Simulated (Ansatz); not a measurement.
F5HOW···H2O

```
atom    x (Å)    y (Å)    z (Å)
   W  -0.2921  -0.0812  -0.0607
   F  -0.0639   0.1869   1.7838
   F   1.5782  -0.0940  -0.2124
   F  -0.3513   1.7589  -0.3361
   O  -2.1301  -0.2230   0.1050
   H  -2.9895  -0.6615   0.2214
   F  -0.1472  -1.9352   0.2015
   F  -0.3594  -0.3447  -1.9111
   O   2.3151   2.0075   1.7440
   H   2.7612   1.3558   1.1714
   H   1.8638   1.4321   2.3895
```

Core potentials replace the inner electrons of W.

These are results of Ansatz, RKS PBE/def2-SVP, not measurements.

Q: Predict the electron density and electron localisation function between the atoms.

A: W–O (1.85 Å): ρ is about 1.2 e/Å³ halfway; the ELF peaks at about 0.80 in the valence shell of O, 0.6 Å from its nucleus, and drops to about 0.25 between the two atoms.
W–F (1.86 Å): ρ is about 1.1 e/Å³ halfway; the ELF peaks at about 0.80 in the valence shell of F, 0.5 Å from its nucleus, and drops to about 0.25 between the two atoms.
O–H (0.97 Å): ρ is about 3.6 e/Å³ halfway; the ELF climbs to about 1 towards the hydrogen, as it does in any bond to H: an ordinary covalent bond to hydrogen.

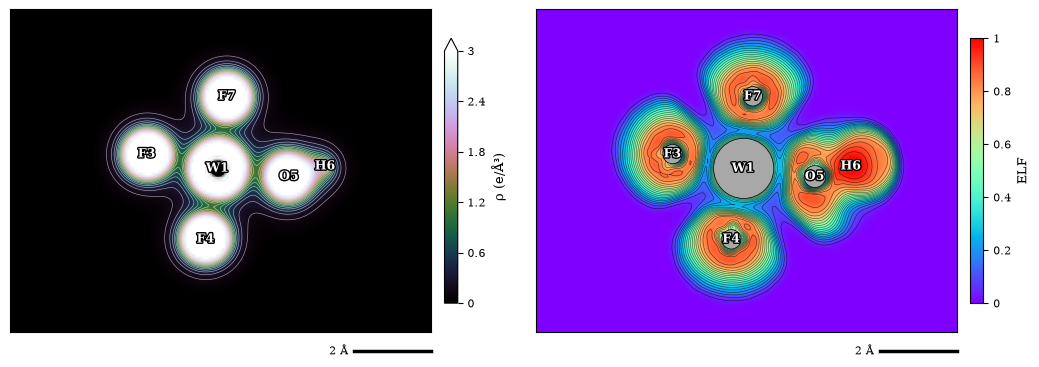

Computed electron density and electron localisation function on the plane of atoms F4, W1 and O5, in this order. Grey discs cover the atomic cores in the ELF map. 
